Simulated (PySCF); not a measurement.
Consider C₂H₁₂N₂OSi₂ (SMILES CN(C)[SiH](O)N[SiH3]).

Input

```
{"job": {"kind": "nmr", "xc": "PBE0", "basis": "pcSseg-1"}, "charge": 0, "multiplicity": 1}
Si     0.395351    -0.639362    -0.451700
N      1.348548     0.158210     0.757346
Si     3.014364     0.661944     0.683915
O      0.371127    -2.304821    -0.388498
N     -1.232200    -0.092463    -0.225585
C     -1.552691     1.276141     0.093688
C     -2.354468    -0.852193    -0.719568
H      1.054402    -0.372434    -1.757171
H      0.897532     0.245701     1.665779
H      3.445837     0.585128    -0.740984
H      3.169154     2.066219     1.179202
H      3.919759    -0.196910     1.511999
H     -0.003238    -2.690221     0.409472
H     -0.658366     1.808702     0.446915
H     -1.953162     1.830537    -0.779014
H     -2.318572     1.332894     0.890974
H     -3.161804    -0.910498     0.035548
H     -2.797146    -0.407262    -1.633519
H     -2.043955    -1.878232    -0.961843
```

Run with:

```sh
OMP_NUM_THREADS=1 python cluster_run.py task.json out
```

Geometry: PBE0-D3(BJ)/def2-SVP.

Theory: PySCF, PBE0/pcSseg-1, SCF density, gas phase, non-relativistic.

Question: What can the converged electron density and electron localisation function tell about the bonding?

Answer: C–N (1.44 Å): ρ at the midpoint is about 1.9 e/Å³; the ELF peaks at about 0.90 between the atoms (a covalent bond).
C–H (1.10 Å): the density is about 2 e/Å³ at the midpoint; the ELF climbs to about 1 towards the hydrogen, as it does in any bond to H; a covalent bond by its length.

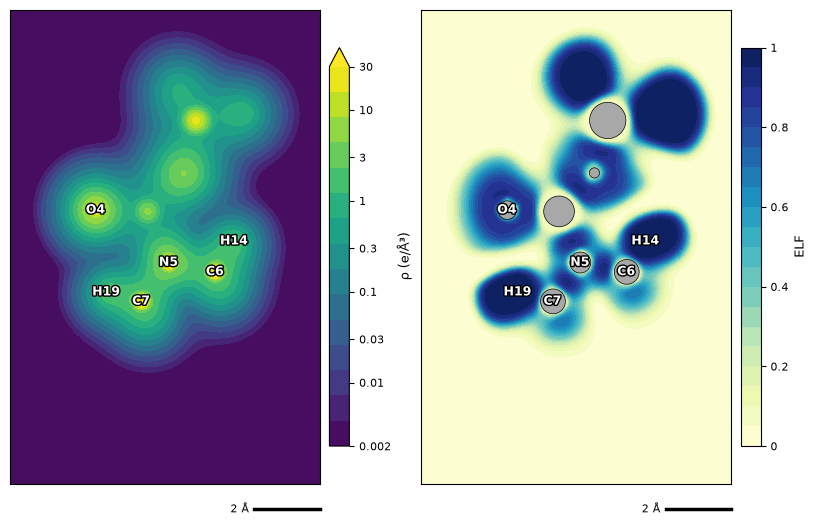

Computed electron density and electron localisation function on the plane of atoms N5, C7 and H19, in this order. Grey discs cover the atomic cores in the ELF map. 
